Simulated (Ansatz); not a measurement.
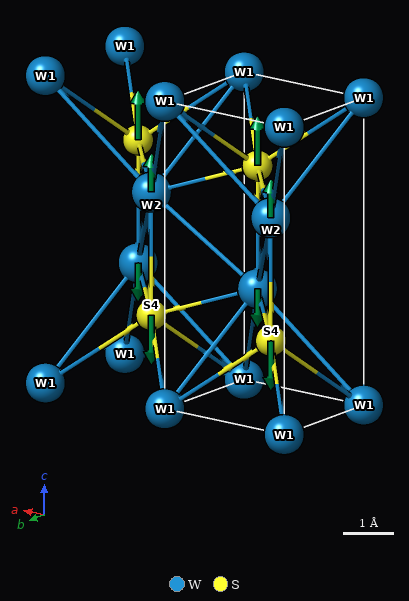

This is a relaxation of solid W3S2 (built on the A-type sesquioxide_164 type) (coarse preliminary run). The starting structure is drawn; green arrows show the displacements (the part carried along by the change of the cell is left out), magnified 5 times.

A ball-and-stick model of the cell of the calculation, repeated 2 × 1 × 1 with one cell outlined, seen from a free direction.

Case: A-type sesquioxide type (P-3m1, No. 164).

These are results of DFT PBE, scalar-relativistic, plane waves, PAW (Ansatz 0.2.0), not measurements. Settings: plane-wave cutoff 420 eV; k-point mesh 6 × 6 × 4; occupations gaussian; smearing width 0.1 eV; collinear spin; cell and atoms relaxed; force threshold 0.04 eV/Å; at most 70 steps.

What happened in the run?

Over 12 accepted moves (14 points after the start) the energy falls by 184 meV per atom. The largest force component goes from 0.63 to 0.017 eV/Å. The pressure goes from −17.11 to −0.04 GPa. The line search rejected the trial step at point 11 of the run. The SCF was repeated once at an unchanged geometry on a basis and grid sized afresh for the cell, which shifted the energy by 0.2 meV per atom at most. The largest moves relative to the cell, 0.21 Å, are those of S atoms. By element the largest moves are S 0.21 Å, W 0.17 Å. The drawn cell changes as follows: a = b 4.029 → 4.139 Å (+2.7 %), c 6.269 → 5.079 Å (−19.0 %); the volume changes by −14.5 %. Among the contacts that change: S–W 3.761 → 2.670 Å, W–W 3.219 → 2.896 Å, S–W 2.787 → 2.603 Å, S–W 2.507 → 2.409 Å. New bonds form: S–W (3.76 → 2.67 Å). The space group stays P-3m1 (No. 164). The program noted that the starting moments weren't kept. Cost: 120 s on 1 thread of Intel(R) Xeon(R) Platinum 8488C (Sapphire Rapids), on a shared host, peak memory 0.47 GiB.
